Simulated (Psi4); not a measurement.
**InNH4 (SMILES [NH2][InH2]) at SCAN/def2-TZVP (core potential, sweep point 4)**

What is the vertical electron affinity of InNH4 at SCAN/def2-TZVP (core potential, sweep point 4)? 

The calculation is run with Psi4 1.11.

4 further runs of the same task are left out: 4 set aside as unsound or not needed. Runs told in other sessions of the task aren't counted.

## 1. The system as given

InNH4 has 6 atoms, charge 0, and is taken as a singlet. SMILES: `[NH2][InH2]`. The shape is that of a PBE0-D4/def2-TZVP optimisation.

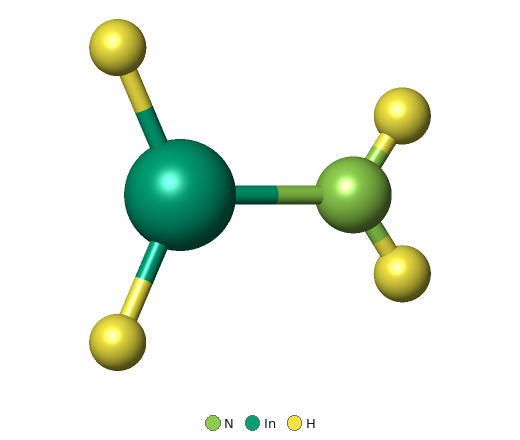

The structure, seen from a chosen angle (nitrogen green, indium teal, hydrogen yellow).

## 2. A single-point energy at SCAN/def2-TZVP (core potential, sweep point 4)

input.in reads:

```
memory 1600 mb

molecule {
  0 1
  N     -0.092200    -1.060500     0.036600
  In     0.095300     0.935900    -0.048300
  H     -0.598000    -1.552900     0.753400
  H      0.311900    -1.697300    -0.629300
  H      1.012500     1.520500    -1.370700
  H     -0.687400     1.790300     1.212100
  units angstrom
  symmetry c1
}

set globals {
  basis def2-TZVP
  puream true
  scf_type pk
  dft_radial_points 50
  dft_spherical_points 194
}

energy("scan")
print_variables()
```

Started as:

```console
$ psi4 -i input.in -o input.out -n 1
```

input.out:

```text
[...]
    !!!  WARNING: ECP capability is in beta. Please check occupations closely.  !!!
[...]
  Running in c1 symmetry.
[...]
  Nuclear repulsion =   70.741603805927312
[...]
  Multiplicity = 1
[...]
  Nalpha       = 16
  Nbeta        = 16
[...]
    Number of basis functions: 105
[...]
   @RKS iter   1:  -246.78170186692137   -5.99548e-01   1.09825e-02 ADIIS/DIIS
[...]
   @RKS iter   9:  -247.33347573518031   -1.25384e-07   7.75187e-07 DIIS
[...]
    Orbital Energies [Eh]
    ---------------------
    Doubly Occupied:
       1A    -14.120682     2A     -4.600339     3A     -3.010985
       4A     -2.999586     5A     -2.998453     6A     -0.790534
       7A     -0.703383     8A     -0.695965     9A     -0.695065
      10A     -0.694355    11A     -0.686072    12A     -0.432197
      13A     -0.405720    14A     -0.295561    15A     -0.270386
      16A     -0.217397
[...]
  @RKS Final Energy:  -247.33347573518031
   => Energetics <=
    Nuclear Repulsion Energy =             70.7416038059273120
    One-Electron Energy =                -552.9155535303522129
    Two-Electron Energy =                 259.9960407380727929
    DFT Exchange-Correlation Energy =     -25.1555667488281962
    Empirical Dispersion Energy =           0.0000000000000000
    VV10 Nonlocal Energy =                  0.0000000000000000
    Total Energy =                       -247.3334757351803148
[...]
 Multipole Moments:
 ------------------------------------------------------------------------------------
     Multipole            Electronic (a.u.)      Nuclear  (a.u.)        Total (a.u.)
 ------------------------------------------------------------------------------------
 L = 1.  Multiply by 2.5417464519 to convert [e a0] to [Debye]
 Dipole X            :          1.7557272           -1.7757233           -0.0199961
 Dipole Y            :         18.7267147          -18.9634003           -0.2366856
 Dipole Z            :         -0.7975572            0.8094175            0.0118602
 Magnitude           :                                                    0.2378247
[...]
```

Run time: 9.9 s. Hardware: 1 thread of Intel Xeon Platinum 8259CL at 2.50GHz (Skylake/Cascade Lake), shared host; peak memory 0.61 GiB.

## 3. The doublet anion, same level

job.dat reads:

```
memory 1600 mb

molecule mol {
  -1 2
  N     -0.092200    -1.060500     0.036600
  In     0.095300     0.935900    -0.048300
  H     -0.598000    -1.552900     0.753400
  H      0.311900    -1.697300    -0.629300
  H      1.012500     1.520500    -1.370700
  H     -0.687400     1.790300     1.212100
  symmetry c1
}

set globals {
  basis def2-TZVP
  reference uks
  puream true
  scf_type pk
  dft_radial_points 50
  dft_spherical_points 194
  maxiter 100
}

e_tot, wfn = energy('scan', return_wfn=True)
```

Started as:

```console
$ psi4 -i job.dat -o job.out -n 1
```

job.out:

```text
[...]
    !!!  WARNING: ECP capability is in beta. Please check occupations closely.  !!!
[...]
  Running in c1 symmetry.
[...]
  Nuclear repulsion =   70.741603805927312
[...]
  Multiplicity = 2
[...]
  Nalpha       = 17
  Nbeta        = 16
[...]
    Number of basis functions: 105
[...]
   @UKS iter   1:  -246.61421355419955   -4.32060e-01   1.17821e-02 ADIIS/DIIS
[...]
   @UKS iter  11:  -247.32132152637186   -1.27078e-08   6.27014e-07 DIIS
[...]
   @S^2 Observed:                7.543990902E-01
[...]
    Orbital Energies [Eh]
    ---------------------
    Alpha Occupied:
       1A    -13.936653     2A     -4.392445     3A     -2.798578
       4A     -2.793974     5A     -2.792836     6A     -0.608145
       7A     -0.495217     8A     -0.491096     9A     -0.487195
      10A     -0.486246    11A     -0.484539    12A     -0.257262
      13A     -0.217653    14A     -0.110158    15A     -0.085404
      16A     -0.039664    17A      0.085070
    Alpha Virtual:
      18A      0.137020    19A      0.169022    20A      0.173801
      21A      0.206422    22A      0.223915    23A      0.269971
      24A      0.276984    25A      0.280663    26A      0.309855
[...]
  @UKS Final Energy:  -247.32132152637186
   => Energetics <=
    Nuclear Repulsion Energy =             70.7416038059273120
    One-Electron Energy =                -559.1886812879329227
    Two-Electron Energy =                 266.4465435208741155
    DFT Exchange-Correlation Energy =     -25.3207875652403622
    Empirical Dispersion Energy =           0.0000000000000000
    VV10 Nonlocal Energy =                  0.0000000000000000
    Total Energy =                       -247.3213215263718610
  UHF NO Occupations:
  HONO-2 :   15  A 1.9997218
  HONO-1 :   16  A 1.9984394
[...]
 Multipole Moments:
 ------------------------------------------------------------------------------------
     Multipole            Electronic (a.u.)      Nuclear  (a.u.)        Total (a.u.)
 ------------------------------------------------------------------------------------
 L = 1.  Multiply by 2.5417464519 to convert [e a0] to [Debye]
 Dipole X            :          1.7134010           -1.7757233           -0.0623223
 Dipole Y            :         18.2873796          -18.9634003           -0.6760207
 Dipole Z            :         -0.7795455            0.8094175            0.0298719
 Magnitude           :                                                    0.6795443
[...]
```

It took 14 s on 1 thread of Intel Xeon Platinum 8259CL at 2.50GHz (Skylake/Cascade Lake), shared host; peak memory 0.61 GiB.

## 4. What came out

At SCAN/def2-TZVP (core potential, sweep point 4):

```
                                         quantity          value
                      singlet InNH4: total energy  -247.33348 Eh
                     singlet InNH4: dipole moment         0.60 D
                       singlet InNH4: HOMO energy       -5.92 eV
                       singlet InNH4: LUMO energy       -1.52 eV
                     singlet InNH4: HOMO–LUMO gap        4.40 eV
                      doublet anion: total energy  -247.32132 Eh
doublet anion: HOMO energy (highest over α and β)        2.31 eV
 doublet anion: LUMO energy (lowest over α and β)        3.57 eV
                              doublet anion: ⟨S²⟩          0.754
vertical electron affinity (to the doublet anion)      -0.331 eV
```

**Reading.** The anion lies 0.33 eV (31.9 kJ/mol) above the neutral: the electron isn't bound at this level, and such a value depends on the basis. Without diffuse functions anions come out too high. The HOMO (doublet anion) lies at positive energy, 2.31 eV, from the functional's self-interaction, a short basis or an electron that isn't bound; only total energies against the neutral tell.
